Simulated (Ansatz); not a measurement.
**C3H7Ga: density, localisation and related maps**

Input

```
crystal:
  periodic: [false, false, false]
  atoms:
    - {symbol: C, position_ang: [-0.642713, 1.292495, -0.177310]}
    - {symbol: C, position_ang: [-0.898632, -0.030427, -0.045515]}
    - {symbol: C, position_ang: [-0.188457, -0.940462, 0.854755]}
    - {symbol: Ga, position_ang: [1.316604, -0.494937, -0.424857]}
    - {symbol: H, position_ang: [-1.110048, 1.873790, -0.961523]}
    - {symbol: H, position_ang: [-0.040573, 1.829978, 0.547984]}
    - {symbol: H, position_ang: [-1.532590, -0.492198, -0.800523]}
    - {symbol: H, position_ang: [0.055882, -0.536045, 1.834074]}
    - {symbol: H, position_ang: [-0.582098, -1.949584, 0.896358]}
    - {symbol: H, position_ang: [1.338740, -1.136905, -1.847838]}
    - {symbol: H, position_ang: [2.349185, 0.527295, 0.145097]}
basis:
  gaussian: {orbitals: def2-TZVPP}
hamiltonian: {xc: pbe0, dispersion: d4}
output: {orbitals: {seedname: orbitals}}
```

Command:

```sh
ansatz run in.yaml --threads 4 --pin off --events-out ev --progress --plain --max-ram 10444MiB
```

Geometry: PBE0-D4/def2-TZVP.

Computed with Ansatz 0.2.0, RKS PBE0-D4/def2-TZVPP.

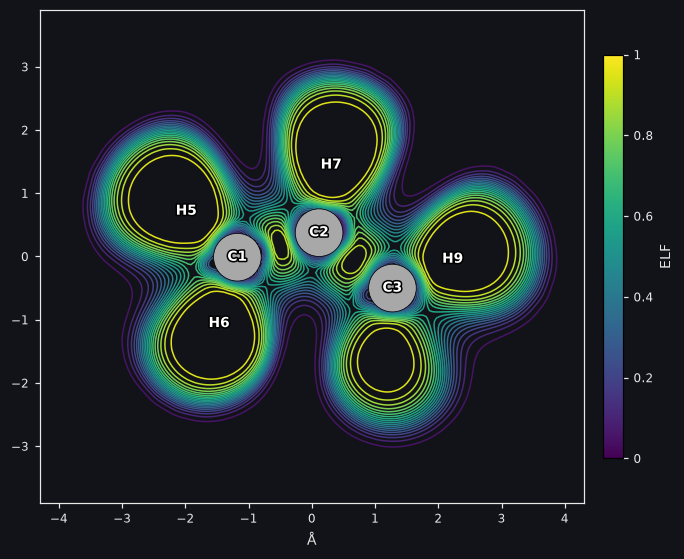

Figure 1. Electron localisation function on the plane of atoms H5, C1 and H6. Grey discs cover the atomic cores.

Q: What does the map show?

A:
- Atoms in the plane: C and H.
- C–C (1.35 Å): the ELF peaks at about 0.95 between the atoms: localised, covalent bonding.
- C–H (1.08 Å): the ELF climbs to about 1 towards the hydrogen, as it does in any bond to H; a covalent bond by its length.
- C–C (1.46 Å): the ELF peaks at about 0.95 between the atoms; a covalent bond.

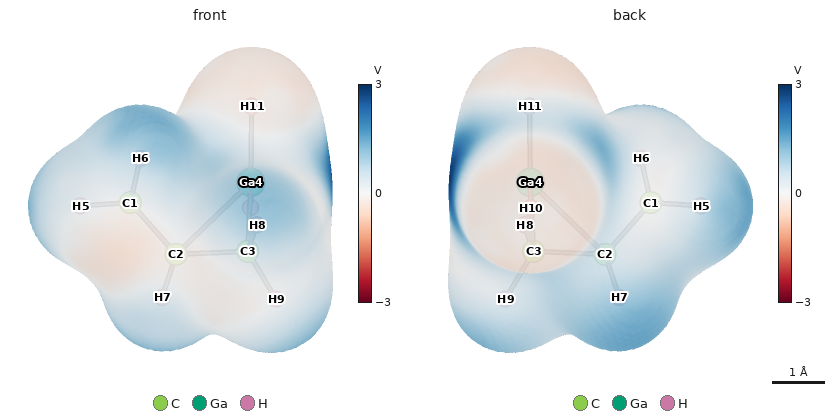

Figure 2. The electrostatic potential painted on the density surface at 0.004 e/bohr³, seen from the front and from behind; the colour scale runs from red (negative) to blue (positive).

Q: Describe the electrostatic potential map.

A: The most negative region (about −0.4 V, or −9 kcal/mol for a unit charge) lies over C1, C2, H10 and H11, the most positive (about +2.7 V, or +62 kcal/mol for a unit charge) over Ga4.

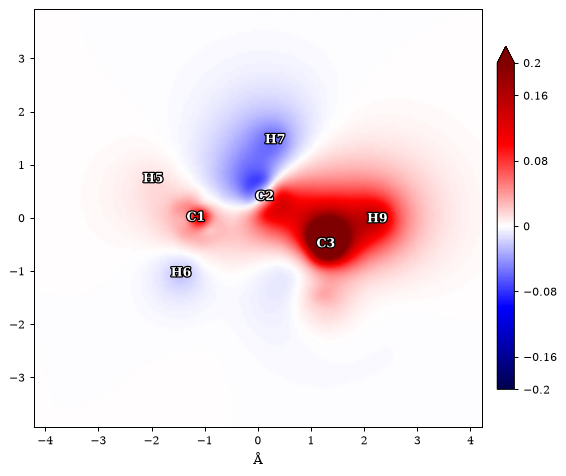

Figure 3. The HOMO on the plane of atoms C2, C1 and H5 (values in Å⁻³ᐟ²; the overall sign is arbitrary).

Q: What is the character of this orbital?

A: It lies mainly on C3 (about 30 %), C1 (about 25 %), Ga4 (about 20 %) and C2 (about 10 %). Its energy is −6.77 eV.
